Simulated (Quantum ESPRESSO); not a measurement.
## NiO: where do free moments turn?

Aim: see whether a non-collinear arrangement of the moments of NiO lies under the collinear ones.

Method: LDA; plane waves with GBRV 1.5 LDA potentials, no spin-orbit coupling, in Quantum ESPRESSO 7.5.

**1. The structure**

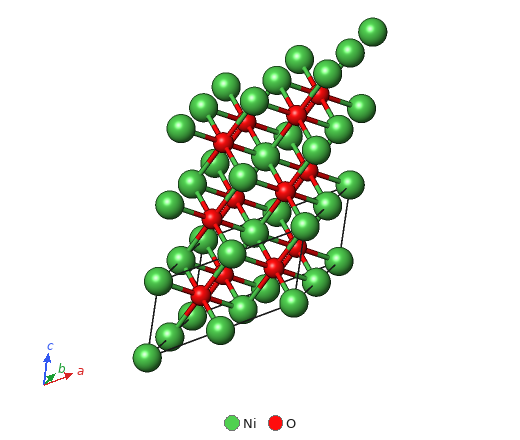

The cell as given, slightly off an axis (nickel green, oxygen red). 1×1×3 cells are drawn. Bonds to atoms that aren't drawn are left out. Some periodic images of atoms are drawn too.

As a file:

```cif
data_structure
_symmetry_space_group_name_H-M 'Fm-3m'
_symmetry_Int_Tables_number 225
_cell_length_a 4.1718
_cell_length_b 4.1718
_cell_length_c 4.1718
_cell_angle_alpha 90.000
_cell_angle_beta 90.000
_cell_angle_gamma 90.000
_cell_volume 72.61
loop_
_atom_site_label
_atom_site_type_symbol
_atom_site_symmetry_multiplicity
_atom_site_Wyckoff_symbol
_atom_site_fract_x
_atom_site_fract_y
_atom_site_fract_z
_atom_site_occupancy
Ni1 Ni 4 a 0.00000 0.00000 0.00000 1
O1 O 4 b 0.00000 0.50000 0.00000 1
```

The cell comes from the Crystallography Open Database.

**2. Start 1: collinear parallel**

pw.in reads:

```
&CONTROL
  calculation = 'scf'
  prefix = 'pwscf'
  outdir = './tmp'
  pseudo_dir = './pseudo'
  disk_io = 'nowf'
/
&SYSTEM
  ibrav = 0
  celldm(1) = 8
  nat = 8
  ntyp = 2
  ecutwfc = 34
  ecutrho = 238
  nbnd = 122
  occupations = 'smearing'
  smearing = 'fd'
  degauss = 0.00734986
  noncolin = .true.
  starting_magnetization(1) = 0.1111
  angle1(1) = 0
  angle2(1) = 0
  starting_magnetization(2) = 0
/
&ELECTRONS
  conv_thr = 8d-08
  electron_maxstep = 150
  mixing_beta = 0.3
/
ATOMIC_SPECIES
Ni     58.6934 ni_lda_v1.4.uspp.F.UPF
O      15.9990 o_lda_v1.2.uspp.F.UPF
CELL_PARAMETERS alat
   0.0000000000000    0.9854457062883    0.9854457062883
   0.9854457062883    0.0000000000000    0.9854457062883
   0.4927228531442    0.4927228531442    0.0000000000000
ATOMIC_POSITIONS crystal
Ni      0.0000000000    0.0000000000    0.0000000000
Ni      0.0000000000    0.5000000000    0.0000000000
Ni      0.5000000000    0.0000000000    0.0000000000
Ni      0.5000000000    0.5000000000    0.0000000000
O       0.2500000000    0.2500000000    0.5000000000
O       0.2500000000    0.7500000000    0.5000000000
O       0.7500000000    0.2500000000    0.5000000000
O       0.7500000000    0.7500000000    0.5000000000
K_POINTS automatic
3 3 6 0 0 0
```

The run is started by

```
> OMP_NUM_THREADS=1 mpirun -n 4 pw.x -nk 4 -in pw.in > pw.out
```

The log of the run:

```text
Program PWSCF v.7.5 starts

     Found identity + ( -0.0000 -0.5000 -0.0000) symmetry
     This is a supercell, fractional translations are disabled
     Message from routine setup:
     using ibrav=0 with symmetry is DISCOURAGED, use correct ibrav instead

     K-points division:     npool     =       4
     Subspace diagonalization in iterative solution of the eigenvalue problem:

     bravais-lattice index     =            0
     lattice parameter (alat)  =       8.0000  a.u.
     unit-cell volume          =     489.9684 (a.u.)^3
     number of atoms/cell      =            8
     number of atomic types    =            2
     number of electrons       =        96.00
     number of Kohn-Sham states=          122
     kinetic-energy cutoff     =      34.0000  Ry
     charge density cutoff     =     238.0000  Ry
     scf convergence threshold =      8.0E-08
     mixing beta               =       0.3000
     number of iterations used =            8  plain     mixing
     Exchange-correlation= SLA  PZ   NOGX NOGC
                           (   1   1   0   0   0   0   0)
     Noncollinear calculation without spin-orbit

     celldm(1)=   8.000000  celldm(2)=   0.000000  celldm(3)=   0.000000
     celldm(4)=   0.000000  celldm(5)=   0.000000  celldm(6)=   0.000000

     crystal axes: (cart. coord. in units of alat)
               a(1) = (   0.000000   0.985446   0.985446 )
               a(2) = (   0.985446   0.000000   0.985446 )
               a(3) = (   0.492723   0.492723   0.000000 )

     reciprocal axes: (cart. coord. in units 2 pi/alat)
               b(1) = ( -0.507385  0.507385  0.507385 )
               b(2) = (  0.507385 -0.507385  0.507385 )
               b(3) = (  1.014769  1.014769 -1.014769 )

     PseudoPot. # 1 for Ni read from file:
     ni_lda_v1.4.uspp.F.UPF
     Pseudo is Ultrasoft + core correction, Zval = 18.0

     PseudoPot. # 2 for O  read from file:
     o_lda_v1.2.uspp.F.UPF
     Pseudo is Ultrasoft + core correction, Zval =  6.0

     atomic species   valence    mass     pseudopotential
     Ni               18.00    58.69340     Ni( 1.00)
     O                 6.00    15.99900     O ( 1.00)

      8 Sym. Ops., with inversion, found

   Cartesian axes

     site n.     atom                  positions (alat units)
         1        Ni     tau(   1) = (   0.0000000   0.0000000   0.0000000  )
         2        Ni     tau(   2) = (   0.4927229   0.0000000   0.4927229  )
         3        Ni     tau(   3) = (   0.0000000   0.4927229   0.4927229  )
         4        Ni     tau(   4) = (   0.4927229   0.4927229   0.9854457  )
         5        O      tau(   5) = (   0.4927229   0.4927229   0.4927229  )
         6        O      tau(   6) = (   0.9854457   0.4927229   0.9854457  )
         7        O      tau(   7) = (   0.4927229   0.9854457   0.9854457  )
         8        O      tau(   8) = (   0.9854457   0.9854457   1.4781686  )

     number of k points=    16  Fermi-Dirac smearing, width (Ry)=  0.0073
                       cart. coord. in units 2pi/alat
        k(    1) = (   0.0000000   0.0000000   0.0000000), wk =   0.0185185
        k(    2) = (   0.1691282   0.1691282  -0.1691282), wk =   0.0740741
        k(    3) = (   0.3382564   0.3382564  -0.3382564), wk =   0.0740741
        k(    4) = (  -0.5073846  -0.5073846   0.5073846), wk =   0.0185185
        k(    5) = (   0.1691282  -0.1691282   0.1691282), wk =   0.0740741
        [... 11 further k-points ...]

     Dense  grid:    30411 G-vectors     FFT dimensions: (  60,  60,  27)

     Smooth grid:    13141 G-vectors     FFT dimensions: (  45,  45,  24)

     Check: negative core charge=   -0.000012
     Generating pointlists ...
     new r_m :   0.2032 (alat units)  1.6260 (a.u.) for type    1
     new r_m :   0.2032 (alat units)  1.6260 (a.u.) for type    2

     Initial potential from superposition of free atoms

     starting charge      88.0000, renormalised to      96.0000

 ==============================================================================
     atom number    1 relative position :    0.0000   0.0000   0.0000
     charge :    16.785919  (integrated on a sphere of radius 0.203)
     magnetization :          0.000000    0.000000    1.852331
     magnetization/charge:    0.000000    0.000000    0.110350
     polar coord.: r, theta, phi [deg] :     1.852331    0.000000  360.000000

 ==============================================================================

 ==============================================================================
     atom number    2 relative position :    0.4927   0.0000   0.4927
     charge :    16.785919  (integrated on a sphere of radius 0.203)
     magnetization :          0.000000    0.000000    1.852331
     magnetization/charge:    0.000000    0.000000    0.110350
     polar coord.: r, theta, phi [deg] :     1.852331    0.000000  360.000000

 ==============================================================================

 ==============================================================================
     atom number    3 relative position :    0.0000   0.4927   0.4927
     charge :    16.785919  (integrated on a sphere of radius 0.203)
     magnetization :          0.000000    0.000000    1.852331
[...]
iteration #  1     ecut=    34.00 Ry     beta= 0.30
     Davidson diagonalization with overlap
     ethr =  1.00E-02,  avg # of iterations =  3.8

     total energy              =   -1460.75742953 Ry
     estimated scf accuracy    <     134.35314162 Ry

     total magnetization       =    -0.00    -0.00     4.98 Bohr mag/cell
     absolute magnetization    =     5.00 Bohr mag/cell

     iteration #  2     ecut=    34.00 Ry     beta= 0.30
     Davidson diagonalization with overlap
     ethr =  1.00E-02,  avg # of iterations =  3.0

     total energy              =   -1497.28707441 Ry
     estimated scf accuracy    <      51.15190254 Ry

     total magnetization       =    -0.00    -0.00     0.37 Bohr mag/cell
     absolute magnetization    =     0.48 Bohr mag/cell

     [... further iterations left out ...]

     iteration # 26     ecut=    34.00 Ry     beta= 0.30
     Davidson diagonalization with overlap
     ethr =  5.36E-10,  avg # of iterations =  1.1

     total energy              =   -1501.50135175 Ry
     estimated scf accuracy    <       0.00000021 Ry

     total magnetization       =     0.00     0.00    -0.00 Bohr mag/cell
     absolute magnetization    =     0.01 Bohr mag/cell

     iteration # 27     ecut=    34.00 Ry     beta= 0.30
     Davidson diagonalization with overlap
     ethr =  2.22E-10,  avg # of iterations =  1.2

 ==============================================================================
     atom number    1 relative position :    0.0000   0.0000   0.0000
     charge :    15.723510  (integrated on a sphere of radius 0.203)
     magnetization :          0.000000    0.000000    0.000685
     magnetization/charge:    0.000000    0.000000    0.000044
     polar coord.: r, theta, phi [deg] :     0.000685    0.000000  360.000000

 ==============================================================================

 ==============================================================================
     atom number    2 relative position :    0.4927   0.0000   0.4927
     charge :    15.723596  (integrated on a sphere of radius 0.203)
     magnetization :          0.000000   -0.000000    0.000441
     magnetization/charge:    0.000000   -0.000000    0.000028
     polar coord.: r, theta, phi [deg] :     0.000441    0.000194  -45.000023

 ==============================================================================

 ==============================================================================
     atom number    3 relative position :    0.0000   0.4927   0.4927
     charge :    15.723596  (integrated on a sphere of radius 0.203)
     magnetization :         -0.000000    0.000000    0.000441
     magnetization/charge:   -0.000000    0.000000    0.000028
     polar coord.: r, theta, phi [deg] :     0.000441    0.000194  135.000023

 ==============================================================================

 ==============================================================================
     atom number    4 relative position :    0.4927   0.4927   0.9854
     charge :    15.723546  (integrated on a sphere of radius 0.203)
     magnetization :          0.000000    0.000000   -0.001590
     magnetization/charge:    0.000000    0.000000   -0.000101
     polar coord.: r, theta, phi [deg] :     0.001590  180.000000  360.000000

 ==============================================================================

 ==============================================================================
     atom number    5 relative position :    0.4927   0.4927   0.4927
     charge :     5.586679  (integrated on a sphere of radius 0.203)
     magnetization :         -0.000000   -0.000000   -0.000097
     magnetization/charge:   -0.000000   -0.000000   -0.000017
     polar coord.: r, theta, phi [deg] :     0.000097  180.000000  360.000000

 ==============================================================================

 ==============================================================================
     atom number    6 relative position :    0.9854   0.4927   0.9854
     charge :     5.586651  (integrated on a sphere of radius 0.203)
     magnetization :         -0.000000   -0.000000   -0.000121
     magnetization/charge:   -0.000000   -0.000000   -0.000022
     polar coord.: r, theta, phi [deg] :     0.000121  180.000000  360.000000

 ==============================================================================

 ==============================================================================
     atom number    7 relative position :    0.4927   0.9854   0.9854
     charge :     5.586651  (integrated on a sphere of radius 0.203)
     magnetization :         -0.000000   -0.000000   -0.000121
     magnetization/charge:   -0.000000   -0.000000   -0.000022
     polar coord.: r, theta, phi [deg] :     0.000121  180.000000  360.000000

 ==============================================================================

 ==============================================================================
     atom number    8 relative position :    0.9854   0.9854   1.4782
     charge :     5.586679  (integrated on a sphere of radius 0.203)
     magnetization :         -0.000000   -0.000000   -0.000097
     magnetization/charge:   -0.000000   -0.000000   -0.000017
     polar coord.: r, theta, phi [deg] :     0.000097  180.000000  360.000000

 ==============================================================================

     End of self-consistent calculation

     [... lines left out ...]
     the Fermi energy is    13.7684 ev

!    total energy              =   -1501.50135188 Ry
     estimated scf accuracy    <       0.00000007 Ry
     smearing contrib. (-TS)   =      -0.01482454 Ry
     internal energy E=F+TS    =   -1501.48652734 Ry

     The total energy is F=E-TS. E is the sum of the following terms:
     one-electron contribution =    -867.28130724 Ry
     hartree contribution      =     491.30983774 Ry
     xc contribution           =    -168.62182780 Ry
     ewald contribution        =    -956.89323004 Ry

     total magnetization       =     0.00     0.00    -0.00 Bohr mag/cell
     absolute magnetization    =     0.00 Bohr mag/cell

     convergence has been achieved in  27 iterations

=------------------------------------------------------------------------------=
   JOB DONE.
=------------------------------------------------------------------------------=
```

Elapsed: 2.2 min, on 4 MPI ranks of Arm Neoverse V1, shared host; peak memory 0.59 GiB; 8.6 min of CPU time.

Spin moment in the atom's sphere by atom:

| atom | x (μB) | y (μB) | z (μB) | size |
| --- | --- | --- | --- | --- |
| Ni1 | 0.0000 | 0.0000 | 0.0007 | 0.0007 |
| Ni2 | 0.0000 | 0.0000 | 0.0004 | 0.0004 |
| Ni3 | 0.0000 | 0.0000 | 0.0004 | 0.0004 |
| Ni4 | 0.0000 | 0.0000 | -0.0016 | 0.0016 |
| O5 | 0.0000 | 0.0000 | -0.0001 | 0.0001 |
| O6 | 0.0000 | 0.0000 | -0.0001 | 0.0001 |
| O7 | 0.0000 | 0.0000 | -0.0001 | 0.0001 |
| O8 | 0.0000 | 0.0000 | -0.0001 | 0.0001 |

Numbers from this step:

| Quantity | Value |
| --- | --- |
| smearing term TS | 0.2017 eV |
| magnetization | 0, 0, 0 μB |
| absolute magnetization | 0 μB |
| final state | non-magnetic |

**3. Start 2: random 2**

pw.in reads:

```
&CONTROL
  calculation = 'scf'
  prefix = 'pwscf'
  outdir = './tmp'
  pseudo_dir = './pseudo'
  disk_io = 'nowf'
/
&SYSTEM
  ibrav = 0
  celldm(1) = 8
  nat = 8
  ntyp = 5
  ecutwfc = 34
  ecutrho = 238
  nbnd = 122
  occupations = 'smearing'
  smearing = 'fd'
  degauss = 0.00734986
  noncolin = .true.
  starting_magnetization(1) = 0.1111
  angle1(1) = 56.429
  angle2(1) = 142.607
  starting_magnetization(2) = 0.1112
  angle1(2) = 133.215
  angle2(2) = -179.214
  starting_magnetization(3) = 0.1111
  angle1(3) = 161.066
  angle2(3) = 114.196
  starting_magnetization(4) = 0.1111
  angle1(4) = 79.337
  angle2(4) = -3.267
  starting_magnetization(5) = 0
  nosym = .true.
/
&ELECTRONS
  conv_thr = 8d-08
  electron_maxstep = 150
  mixing_beta = 0.3
/
ATOMIC_SPECIES
Ni1    58.6934 ni_lda_v1.4.uspp.F.UPF
Ni2    58.6934 ni_lda_v1.4.uspp.F.UPF
Ni3    58.6934 ni_lda_v1.4.uspp.F.UPF
Ni4    58.6934 ni_lda_v1.4.uspp.F.UPF
O      15.9990 o_lda_v1.2.uspp.F.UPF
CELL_PARAMETERS alat
   0.0000000000000    0.9854457062883    0.9854457062883
   0.9854457062883    0.0000000000000    0.9854457062883
   0.4927228531442    0.4927228531442    0.0000000000000
ATOMIC_POSITIONS crystal
Ni1     0.0000000000    0.0000000000    0.0000000000
Ni2     0.0000000000    0.5000000000    0.0000000000
Ni3     0.5000000000    0.0000000000    0.0000000000
Ni4     0.5000000000    0.5000000000    0.0000000000
O       0.2500000000    0.2500000000    0.5000000000
O       0.2500000000    0.7500000000    0.5000000000
O       0.7500000000    0.2500000000    0.5000000000
O       0.7500000000    0.7500000000    0.5000000000
K_POINTS automatic
3 3 6 0 0 0
```

The log of the run:

```text
     [... lines left out ...]
Program PWSCF v.7.5 starts
     [... lines left out ...]
     number of atoms/cell      =            8
     [... lines left out ...]
     number of electrons       =        96.00
     number of Kohn-Sham states=          122
     kinetic-energy cutoff     =      34.0000  Ry
     charge density cutoff     =     238.0000  Ry
     scf convergence threshold =      8.0E-08
     [... lines left out ...]
     Noncollinear calculation without spin-orbit
     [... lines left out ...]
     No symmetry found
     [... lines left out ...]
     number of k points=    54  Fermi-Dirac smearing, width (Ry)=  0.0073
     [... lines left out ...]
     iteration # 32     ecut=    34.00 Ry     beta= 0.30
     [... lines left out ...]
     atom number    1 relative position :    0.0000   0.0000   0.0000
     [... lines left out ...]
     magnetization :         -1.056987    0.365834    0.236747
     [... lines left out ...]
     atom number    2 relative position :    0.4927   0.0000   0.4927
[...]
magnetization :         -0.954634   -0.488733    0.396420
[...]
atom number    3 relative position :    0.0000   0.4927   0.4927
[...]
magnetization :          0.954585    0.488905   -0.396300
[...]
atom number    4 relative position :    0.4927   0.4927   0.9854
[...]
magnetization :          1.056876   -0.365698   -0.237384
     [... lines left out ...]
     atom number    5 relative position :    0.4927   0.4927   0.4927
     [... lines left out ...]
     magnetization :         -0.000003    0.000014   -0.000009
     [... lines left out ...]
     atom number    6 relative position :    0.9854   0.4927   0.9854
     [... lines left out ...]
     magnetization :         -0.000006    0.000011   -0.000039
     [... lines left out ...]
     atom number    7 relative position :    0.4927   0.9854   0.9854
     [... lines left out ...]
     magnetization :         -0.000006    0.000011   -0.000039
     [... lines left out ...]
     atom number    8 relative position :    0.9854   0.9854   1.4782
     [... lines left out ...]
     magnetization :         -0.000003    0.000014   -0.000009
     [... lines left out ...]
     the Fermi energy is    13.8735 ev
!    total energy              =   -1501.53271779 Ry
     estimated scf accuracy    <       0.00000005 Ry
     smearing contrib. (-TS)   =      -0.00385989 Ry
     [... lines left out ...]
     total magnetization       =    -0.00     0.00    -0.00 Bohr mag/cell
     absolute magnetization    =     5.06 Bohr mag/cell
     convergence has been achieved in  32 iterations
```

Elapsed: 8.5 min, on 4 MPI ranks; peak memory 0.85 GiB; 34 min of CPU time.

Spin moment in the atom's sphere by atom:

| atom | x (μB) | y (μB) | z (μB) | size |
| --- | --- | --- | --- | --- |
| Ni1 | -1.06 | 0.37 | 0.24 | 1.14 |
| Ni2 | -0.95 | -0.49 | 0.40 | 1.14 |
| Ni3 | 0.95 | 0.49 | -0.40 | 1.14 |
| Ni4 | 1.06 | -0.37 | -0.24 | 1.14 |
| O5 | 0.00 | 0.00 | 0.00 | 0.00 |
| O6 | 0.00 | 0.00 | 0.00 | 0.00 |
| O7 | 0.00 | 0.00 | 0.00 | 0.00 |
| O8 | 0.00 | 0.00 | 0.00 | 0.00 |

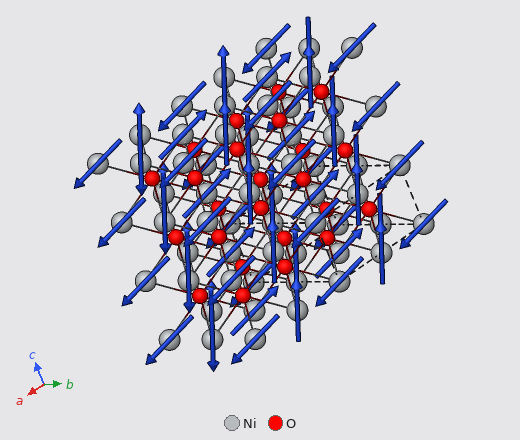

Spin moment in the atom's sphere as arrows, the longest 1.14 μB. Bonds to atoms that aren't drawn are left out. 2×1×3 cells are drawn. Some periodic images of atoms are drawn too.

This step gave:

```yaml
smearing_term_ts: 0.05252 eV
magnetization: 0, 0, -0.001 μB
absolute_magnetization: 5.058 μB
final_state: non-collinear
```

[end of part 1 of 2]

[Logs and program files are shortened in this print: banners, set-up blocks, solver, clock and traceback lines can be left out without a mark of their own.]

[Logs are printed without paths, hosts, clocks, repeated set-up lines and the standing remarks that a program may print on its own settings, such as how far it seeks lower states.]

[Hosts, paths, dates, database ids (printed as entryN), source tags and the programs' standing remarks are cut or masked in the printed files.]

[Where a cell is said to come from a database of computed structures, the database is the Materials Project.]
